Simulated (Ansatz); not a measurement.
```xyz
9

Si   -0.5939    0.6514   -0.3052
N     0.7771    0.0139    0.5720
F    -0.2399    0.5032   -1.8859
F    -0.7653    2.2601   -0.0514
H    -1.8581   -0.0051    0.0739
H     0.4332   -1.6257    0.0492
F    -0.1212   -2.2895   -0.3383
H     0.6927    0.0771    1.5863
H     1.6755    0.4147    0.2995
```

Computed with Ansatz, RKS PBE0/cc-pVDZ.

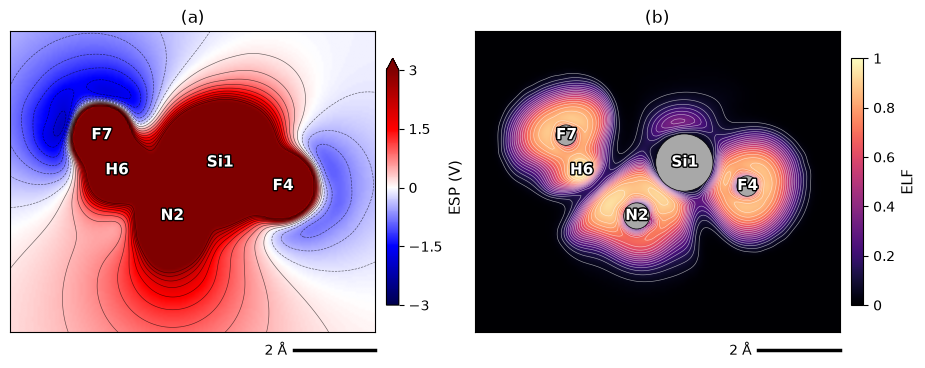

F2H3NSi···HF. (a) molecular electrostatic potential; (b) ELF on the plane of atoms N2, Si1 and F4. Grey discs cover the atomic cores in the ELF map.

Question: What do the fields say about this system?

Answer: The plane passes through Si, N, F and H nuclei.
N2···H6 (1.76 Å): the ELF dips to about 0.20 between them; by its geometry a hydrogen bond between the two molecules, with no shared pair.
Si–F (1.64 Å): the ELF peaks at about 0.85 in the valence shell of F, 0.5 Å from its nucleus, and is about 0.35 at the midpoint.
Si–N (1.75 Å): the ELF peaks at about 0.90 between the atoms, as expected for a polar covalent bond.
F–H (0.95 Å): the ELF climbs to about 1 towards the hydrogen, as it does in any bond to H: a covalent bond by its length.
The ELF also peaks beside F4 and F7, away from the bonds: lone-pair regions.
Outside the dense part of the complex the potential is most negative (−2.0 V) near F7.
